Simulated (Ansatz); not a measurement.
**CH5Si (SMILES [CH2][SiH3]): levels of theory compared**

Aim: a comparison of 5 runs (U-wB97M-V/STO-3G, RPA@PBE/STO-3G, UMP2/STO-3G, UCCSD/STO-3G, UCCSD(T)/STO-3G) of CH5Si. 

The results are computed with Ansatz 0.2.0.

56 further runs of the same task are left out: 1 that didn't finish, 55 set aside as unsound or not needed.

### Step 1. Starting point

The species is CH5Si (7 atoms), meant as a doublet with charge 0. SMILES: `[CH2][SiH3]`. The Si2–C1 distance was set to 4.600 Å, away from the relaxed value. At this shape a bond of the SMILES string is far longer than usual.

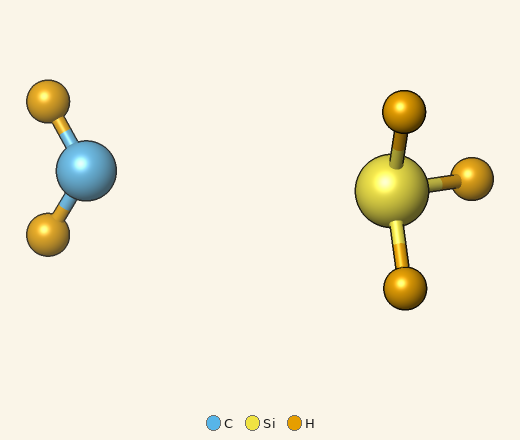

The structure, seen from a chosen angle (carbon blue, silicon yellow, hydrogen amber).

### Step 2. The energy at U-wB97M-V/STO-3G (run 1)

Contents of in.yaml:

```yaml
crystal:
  periodic: [false, false, false]
  atoms:
    - symbol: C
      position_ang: [-0.629946, -3.822178, 0.161999]
    - symbol: Si
      position_ang: [0.132300, 0.709800, -0.029000]
    - symbol: H
      position_ang: [-1.596346, -4.241378, 0.423099]
    - symbol: H
      position_ang: [0.130954, -4.553978, -0.089201]
    - symbol: H
      position_ang: [-0.191200, 1.256600, -1.379100]
    - symbol: H
      position_ang: [-0.719700, 1.420100, 0.961800]
    - symbol: H
      position_ang: [1.563100, 1.005600, 0.248500]
basis:
  gaussian: {orbitals: STO-3G}
magnetization: {spin_polarized: true, initial_magnetization: 1}
hamiltonian: {xc: {name: wB97M-V}}
accuracy: high
```

Launch:

```sh
$ ansatz run in.yaml --threads 1 --pin off --max-ram 2610MiB --events-out events.jsonl --progress --plain --runs-dir runs
```

Log:

```text
Warning: RAYON_NUM_THREADS=1 ignored (pool sized by the plan → 1); use --threads N
Functional definition: wB97M-V
  name "wB97M-V"
  parameter omega = 0.3/bohr
  parameter cx = 0.15
  parameter cx01 = 1.007
  parameter cx10 = 0.259
  parameter css00 = 0.443
  parameter css04 = -1.437
  parameter css10 = -4.535
  parameter css20 = -3.390
  parameter css43 = 4.278
  parameter cos00 = 1.000
  parameter cos10 = 1.358
  parameter cos20 = 2.924
  parameter cos21 = -8.812
  parameter cos60 = -1.390
  parameter cos61 = 9.142
  parameter b = 6.0
  parameter c = 0.01
  gx(w, u) = 1 - cx + cx01*u + cx10*w
  gss(w, u) = css00 + css04*u^4 + css10*w + css20*w^2 + css43*w^4*u^3
  gos(w, u) = cos00 + cos10*w + (cos20 + cos21*u)*w^2 + (cos60 + cos61*u)*w^6
  exchange = spin_sum(e_x_unif_sr(omega)*gx(b97_w, b97_u_x)) + cx*exact_x_sr(omega) + exact_x_lr(omega)
  correlation = spin_sum(e_c_pw_mod_same_spin*gss(b97_w, b97_u_same))
      + integral(e_c_pw_mod_opposite_spin*gos(b97_w_opposite, b97_u_opposite)) + vv10(b, c)
285 factors; integrals over basis functions are off by at most 1.6e-8 eV
164 factors; integrals over basis functions are off by at most 1.0e-9 eV
mean field evaluation 1: about -8873.3619 eV, gradient 1.6e1 eV
mean field evaluation 2: about -8867.2910 eV, gradient 2.9e1 eV
mean field evaluation 4: about -8873.5882 eV, gradient 1.6e1 eV
mean field evaluation 8: about -8873.7005 eV, gradient 1.6e1 eV
mean field evaluation 16: about -8883.9156 eV, gradient 5.7e-9 eV
mean field evaluation 32: about -8883.9156 eV, gradient 1.0e-5 eV
mean field -8883.91564588 eV, -326.4778782517 hartree, gradient 6.8e-8 eV, S^2 1.753629; 2 other end points of the search recorded, 0 dependent functions left out
reference -8883.91564929 eV, -326.4778783770 hartree; 13, 12 occupied and 6, 7 virtual orbitals, 285 factors
Total energy: -8883.91564929 eV, -326.4778783770 hartree
```

Run time: 61 s. Hardware: 1 thread of Arm Neoverse V1, shared host; peak memory 0.55 GiB.

### Step 3. A single-point energy at RPA@PBE/STO-3G (run 2)

Contents of job.yaml:

```yaml
crystal:
  periodic: [false, false, false]
  atoms:
    - {symbol: C, position_ang: [-0.629946, -3.822178, 0.161999]}
    - {symbol: Si, position_ang: [0.132300, 0.709800, -0.029000]}
    - {symbol: H, position_ang: [-1.596346, -4.241378, 0.423099]}
    - {symbol: H, position_ang: [0.130954, -4.553978, -0.089201]}
    - {symbol: H, position_ang: [-0.191200, 1.256600, -1.379100]}
    - {symbol: H, position_ang: [-0.719700, 1.420100, 0.961800]}
    - {symbol: H, position_ang: [1.563100, 1.005600, 0.248500]}
basis:
  gaussian:
    orbitals: STO-3G
hamiltonian:
  xc: pbe
correlation:
  method: rpa
  frozen_orbitals: {C: 1, H: 0, Si: 5}
magnetization:
  spin_polarized: true
  initial_magnetization: 1
accuracy: high
```

Launch:

```sh
$ ansatz run job.yaml --threads 1 --pin off --max-ram 2610MiB --events-out events.jsonl --progress --plain --runs-dir runs
```

Log (excerpt; [...] marks lines left out):

```text
Warning: RAYON_NUM_THREADS=1 ignored (pool sized by the plan → 1); use --threads N
Functional definition: PBE
  name "PBE"
[...]
285 factors; integrals over basis functions are off by at most 1.6e-8 eV
[...]
mean field -8877.82901825 eV, -326.2541988120 hartree, gradient 2.8e-8 eV, S^2 1.752850; 3 other end points of the search recorded, 0 dependent functions left out
6 core orbitals not correlated: weight in the atoms' cores, before any rotation towards them, 0.999 or more for the frozen orbitals, at most 0.000 for the correlated occupied ones
reference -8862.64414754 eV, -325.6961651061 hartree; 7, 6 occupied and 6, 7 virtual orbitals, 285 factors
Total energy: -8866.85451366 eV, -325.8508932073 hartree
```

It took 4.8 s on 1 thread of Arm Neoverse V1, shared host; peak memory 0.13 GiB.

Runs 3 to 4 aren't shown in full; the table further down has their settings and results.

### Step 4. A single-point energy at UCCSD(T)/STO-3G (run 5)

Contents of molecule.yaml:

```yaml
crystal:
  periodic: [false, false, false]
  atoms:
    - {symbol: C, position_ang: [-0.629946, -3.822178, 0.161999]}
    - {symbol: Si, position_ang: [0.132300, 0.709800, -0.029000]}
    - {symbol: H, position_ang: [-1.596346, -4.241378, 0.423099]}
    - {symbol: H, position_ang: [0.130954, -4.553978, -0.089201]}
    - {symbol: H, position_ang: [-0.191200, 1.256600, -1.379100]}
    - {symbol: H, position_ang: [-0.719700, 1.420100, 0.961800]}
    - {symbol: H, position_ang: [1.563100, 1.005600, 0.248500]}
basis:
  gaussian: {orbitals: STO-3G}
magnetization: {spin_polarized: true, initial_magnetization: 1}
correlation: {method: ccsd_t, frozen_orbitals: {C: 1, H: 0, Si: 5}}
accuracy: high
scf: {omitted_lower_state_checks: [cluster_reference, increment]}
```

Launch:

```sh
$ ansatz run molecule.yaml --threads 1 --pin off --max-ram 2610MiB --events-out events.jsonl --progress --plain --runs-dir runs
```

Log:

```text
Warning: RAYON_NUM_THREADS=1 ignored (pool sized by the plan → 1); use --threads N
[... 14 lines left out ...]
6 core orbitals not correlated: weight in the atoms' cores, before any rotation towards them, 1.000 or more for the frozen orbitals, at most 0.000 for the correlated occupied ones
[... 43 lines left out ...]
Total energy: -8865.42398230 eV, -325.7983221492 hartree
Checks for a lower state left out: cluster_reference, increment
```

Wall time 0.38 s (1 thread of Arm Neoverse V1, shared host).

### Step 5. All runs side by side

| run | level | frozen core orbitals | energy (Eh) | ⟨S²⟩ | wall time |
| --- | --- | --- | --- | --- | --- |
| 1 | U-wB97M-V/STO-3G | – | -326.477878 | 1.754 | 61 s |
| 2 | RPA@PBE/STO-3G | 6 | -325.850893 | 1.753 | 4.8 s |
| 3 | UMP2/STO-3G | 6 | -325.764748 | 1.765 | 0.24 s |
| 4 | UCCSD/STO-3G | 6 | -325.797879 | 1.765 | 0.38 s |
| 5 | UCCSD(T)/STO-3G | 6 | -325.798322 | 1.765 | 0.38 s |

### Step 6. Results

| quantity | value |
| --- | --- |
| run 5: total energy | -325.79832 Eh |
| run 5: correlation energy (6 core orbitals frozen) | -92.8 mEh |
| run 5: (T) correction | -0.44 mEh |
| run 5: ⟨S²⟩ of the reference determinant | 1.765 |
| run 5: T1 diagnostic | 0.004 |

**Reading.** In runs 1, 2, 3, 4, 5 the basis is minimal, so the values are rough. Spin contamination of the reference: run 3 ⟨S²⟩ = 1.77, run 4 ⟨S²⟩ = 1.77, run 5 ⟨S²⟩ = 1.77, run 1 ⟨S²⟩ = 1.75, run 2 ⟨S²⟩ = 1.75. Where it is this large, the reference is a mixture of spin states, and values that rest on it are in doubt. All runs together took 67 s, the longest 61 s.
